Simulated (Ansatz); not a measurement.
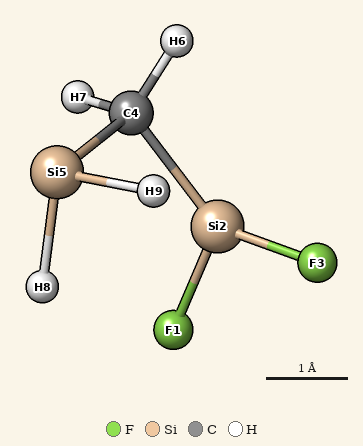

The structure as given in the input (ball-and-stick view, seen at a tilt; atoms are numbered from 1 in the order of the input). Bond lengths as drawn: C–H 1.09 Å, C–Si 1.82 to 1.97 Å, F–Si 1.59 Å and H–Si 1.51 to 1.52 Å.

**CH₄F₂Si₂: phonon calculation**

CH₄F₂Si₂, computed with RKS B3LYP-D4/def2-mTZVP (Ansatz 0.2.0).

It belongs to a series of runs on one base structure; here: vibrations at the highest image of the band. Figures and captions count atoms from 1; the log counts them from 0 in places.

The program's output:
```
Engine: ansatz 0.2.0, aarch64-unknown-linux-gnu
Functional definition: B3LYP
  parameter a0 = 0.2
  parameter ax = 0.72
  parameter ac = 0.81
  exchange = (1 - a0 - ax)*slater_x + ax*b88_x + a0*exact_x
  correlation = (1 - ac)*vwn_rpa_c + ac*lyp_c
1093 factors; integrals over basis functions are off by at most 7.0e-4 eV
mean field evaluation 1: about -22285.5299 eV, gradient 6.9e1 eV
mean field evaluation 2: about -22268.1692 eV, gradient 1.0e2 eV
mean field evaluation 4: about -22293.8450 eV, gradient 2.1e1 eV
mean field evaluation 8: about -22295.6815 eV, gradient 6.1e-1 eV
mean field evaluation 16: about -22295.7075 eV, gradient 2.7e-4 eV
mean field -22295.70753261 eV, -819.3521392499 hartree, gradient 4.1e-5 eV, S^2 0.000000; 0 other end points of the search recorded, 0 dependent functions left out
the calculation of the forces begins
reference -22295.70778489 eV, -819.3521485212 hartree; 28, 28 occupied and 85, 85 virtual orbitals, 1093 factors
these checks for a lower state are left out or cut short: stability, starts, cluster_reference, orbital_swaps, neighbouring_geometries, increment
1093 factors; integrals over basis functions are off by at most 7.0e-4 eV
mean field -22295.70753299 eV, -819.3521392639 hartree, gradient 1.6e-6 eV, S^2 0.000000; 0 other end points of the search recorded, 0 dependent functions left out
[... from here on the field's lines of each further geometry are left out, up to the last ...]
the calculation of the forces begins
reference -22295.70776971 eV, -819.3521479633 hartree; 28, 28 occupied and 85, 85 virtual orbitals, 1093 factors
these checks for a lower state are left out or cut short: stability, starts, cluster_reference, orbital_swaps, neighbouring_geometries, increment
1093 factors; integrals over basis functions are off by at most 7.0e-4 eV
mean field -22295.70750193 eV, -819.3521381227 hartree, gradient 1.0e-6 eV, S^2 0.000000; 0 other end points of the search recorded, 0 dependent functions left out
the calculation of the forces begins
reference -22295.70775418 eV, -819.3521473925 hartree; 28, 28 occupied and 85, 85 virtual orbitals, 1093 factors
WARN: phonons: modes at or below zero, which the zero-point energy, F, S and C_V leave out: 1, the lowest at -355.96 cm⁻¹. A minimum has none, and a first-order saddle one
Total energy: -22296.09125156 eV, -819.3662406615 hartree
Atom 0 at     0.506980    -2.226973    -0.522465 Å, force    -0.001144    -0.001744    -0.000798 eV/Å
Atom 1 at     0.928961    -0.693193    -0.451074 Å, force    -0.000786    -0.001756    -0.000687 eV/Å
Atom 2 at     2.130388    -0.563723     0.583740 Å, force     0.002287     0.003403     0.001507 eV/Å
Atom 3 at    -0.247466     0.642742    -0.813379 Å, force    -0.000707     0.001060    -0.000558 eV/Å
Atom 4 at    -1.230442     0.672864     0.896446 Å, force     0.000771     0.000560     0.000390 eV/Å
Atom 5 at     0.249857     1.588114    -1.014043 Å, force     0.000186    -0.000736     0.000412 eV/Å
Atom 6 at    -0.866038     0.365219    -1.663241 Å, force     0.000131    -0.000077     0.000326 eV/Å
Atom 7 at    -1.299440    -0.821452     1.140748 Å, force    -0.001210     0.000043    -0.000765 eV/Å
Atom 8 at    -0.084201     0.990204     1.826268 Å, force     0.000471    -0.000752     0.000173 eV/Å
Dipole moment:     0.260231     0.082948    -0.573196 e Å
Vibrations: -355.96 70.38 162.38 173.71 239.01 304.70 489.58 517.31 635.87 748.59 840.98 942.92 951.04 974.71 1031.06 1051.20 1409.35 2057.61 2083.85 3106.37 3169.43 cm⁻¹, zero-point energy 1.299356 eV
```

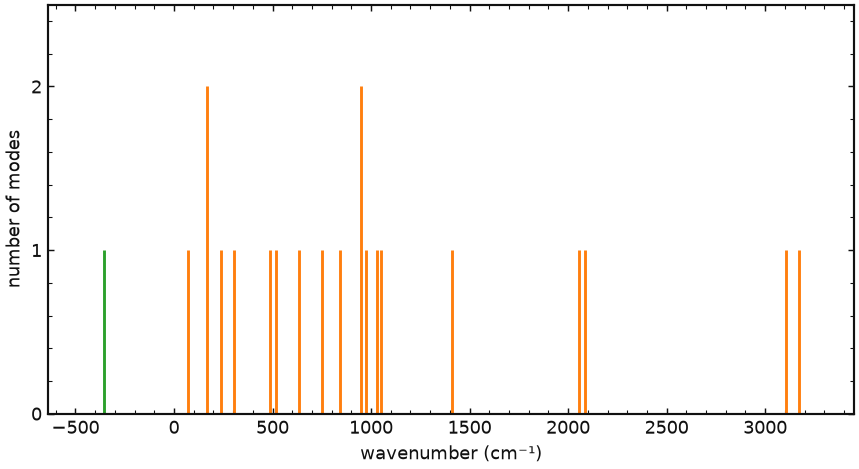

Harmonic vibrational wavenumbers from the force constants; neighbouring modes closer than 16 cm⁻¹ are counted in one stick, and imaginary ones are drawn at negative wavenumbers. 21 modes from 356i to 3169 cm⁻¹, 1 imaginary beyond 8i (356i cm⁻¹): a first-order saddle point, if the geometry is stationary.

The run was set up as follows.

Input:
```yaml
crystal:
  periodic: [false, false, false]
  atoms:
    - { symbol: F, position_ang: [0.50698, -2.226973, -0.522465] }
    - { symbol: Si, position_ang: [0.928961, -0.693193, -0.451074] }
    - { symbol: F, position_ang: [2.130388, -0.563723, 0.58374] }
    - { symbol: C, position_ang: [-0.247466, 0.642742, -0.813379] }
    - { symbol: Si, position_ang: [-1.230442, 0.672864, 0.896446] }
    - { symbol: H, position_ang: [0.249857, 1.588114, -1.014043] }
    - { symbol: H, position_ang: [-0.866038, 0.365219, -1.663241] }
    - { symbol: H, position_ang: [-1.29944, -0.821452, 1.140748] }
    - { symbol: H, position_ang: [-0.084201, 0.990204, 1.826268] }
basis:
  gaussian: { orbitals: def2-mTZVP }
hamiltonian:
  xc: b3lyp
  dispersion: d4
phonons: {}
```

Launched with:
```bash
ansatz run input.yaml --threads 2 --pin off --max-ram 3072MiB --backend cpu --events-out ev --progress --plain --runs-dir out
```

Summary:

| quantity | value |
| --- | --- |
| outcome | converged |
| total energy | −22296.0913 eV |
| mean-field energy | −22295.7078 eV |
| largest force (length of the vector) | 0.004 eV/Å |
| hardware | 2 threads of Arm Neoverse V1, 24 GiB of memory available, shared host |
| wall time | 1.9 min (CPU time 3.5 min) |
| peak memory | 0.24 GiB |
